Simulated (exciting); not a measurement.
TlIO3, space group R3m, O K edge of atom 3, with 1 I at 1.82 Å (terminal, site symmetry m); the tensor is averaged over the atoms equivalent by symmetry. Method: exciting, all-electron LAPW+lo, LDA, exchange and screened direct term (singlet BSE), 3×3×3 shifted k points, 32 conduction bands, |G+q| up to 3 bohr⁻¹, full RPA screening with nempty = 61, Lorentzian half width 0.45 eV.

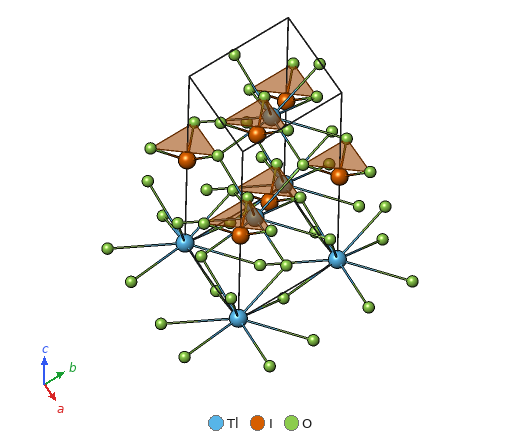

The structure (thallium blue, iodine orange, oxygen green). Some periodic images of atoms are drawn too.

```xyz
5
Lattice="3.1508 1.8191 2.6554 -3.1508 1.8191 2.6554 0.0000 -3.6382 2.6554" Properties=species:S:1:pos:R:3 pbc="T T T"
Tl    0.0000    0.0000    0.0697
I     0.0000    0.0000    3.9980
O     0.0000   -1.6059    4.8517
O    -1.3907    0.8029    4.8517
O     1.3907    0.8029    4.8517
```

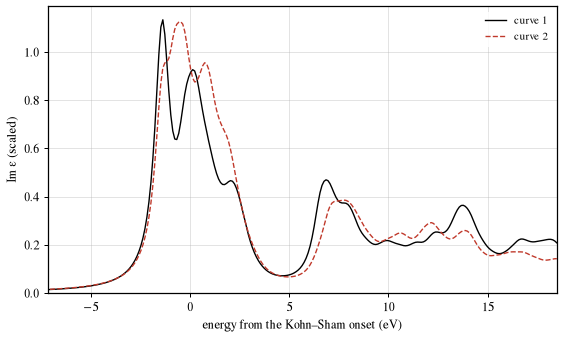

Energy from the Kohn–Sham onset, core level to the lowest empty state found on the meshes used; scaled to the maximum of the polarisation mean.

The curves are the diagonal elements of Im ε for ε ∥ c and ⊥ c. Which is which?

Curve 1: ε ∥ c, maxima -1.4 eV (1.13), 0.1 eV (0.93) and 6.9 eV (0.47); 4 lower ones aren't listed. Curve 2: ε ⊥ c, maxima -0.5 eV (1.13), 0.7 eV (0.95) and 7.8 eV (0.39); 4 lower ones aren't listed. A K edge probes the empty p states along ε, which follow the bonds' lengths and directions.

[Banner, clock and machine lines of the logs are left out without a mark of their own.]

[Logs are printed without paths, hosts, clocks, repeated set-up lines and the standing remarks that a program may print on its own settings, such as how far it seeks lower states.]

[Hosts, paths, dates, database ids (printed as entryN), source tags and the programs' standing remarks are cut or masked in the printed files.]
